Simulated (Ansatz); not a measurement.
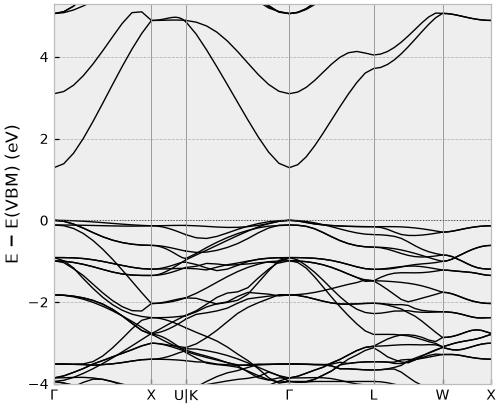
Figure: Band structure from PBE (plane waves, PAW; program Ansatz)

Task: Read off the gap and where the band edges lie.

Result: About 1.3 eV (1.29 eV by a search for the band edges); maximum at Γ, minimum at Γ.

The material is Zn₂GeO₄ (spinel, Fd-3m).

A made-up cell: these elements were put on the sites of a structure type; neither database checked (COD, Materials Project) lists it. COD files the formula under space group No. 95, 148. Its standing as an ambient phase is unchecked. The PBE relaxation kept the symmetry of its start; whether a distortion lowers the energy is not shown. Scalar-relativistic: spin–orbit coupling is off unless named, which matters more the heavier the elements.

Potentials: the earlier of the program's two PAW sets.
